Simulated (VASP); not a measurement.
Band structure of PbI₂ (1T layered). These are modified Becke-Johnson potential (mBJ), VASP's PBE PAW potentials (set 64) (plane waves; VASP) values and carry that method's errors.

mBJ is a potential without an energy functional, so only the levels count. Without a dispersion term in the relaxation, distances and binding between the weakly bound layers, chains or molecules are unreliable, and so is what depends on them. Unless said otherwise, spin-orbit coupling is left out, though it shifts the bands of the heavy elements here.

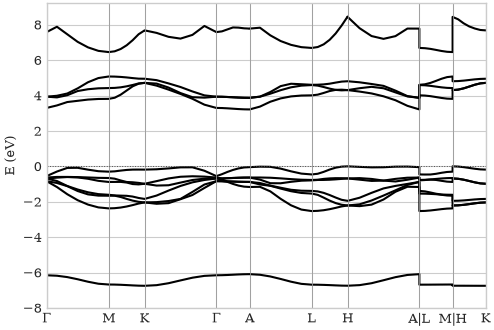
Figure. Bands along high-symmetry lines, zero at the valence-band maximum or, without a gap, the Fermi level

Q: Read the plot: is there a gap, and where are the band edges?

A: The gap is indirect, 3.22 eV, from the valence maximum at H to the conduction minimum at A.

Measured: gap 2.40 eV (computed value off by +0.82 eV), as given by Wikipedia, List of semiconductor materials.

The compound is PbI2 in the 1T layered structure. It was relaxed first, which changed the volume by +14 %. The cell's shape comes from a PBE relaxation.
